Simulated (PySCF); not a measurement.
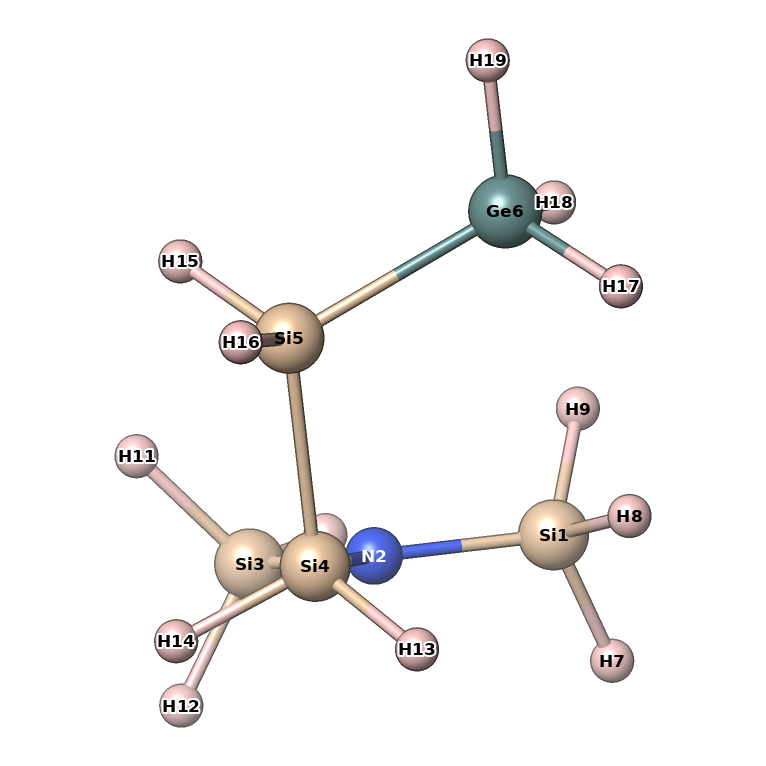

N2 lies behind Si4. The molecule seen a little off the Si4–N2 bond, Si4 in front. Atoms fade into the background with distance from the viewer. The geometry was computed by an optimisation with PBE0-D3(BJ)/def2-SVP. No frequency run is at hand to confirm it as a minimum.

Question: What is the torsion angle Si5–Si4–N2–Si1? The sign is positive where the front bond must turn clockwise to cover the back bond.

Answer: 83°, about perpendicular.
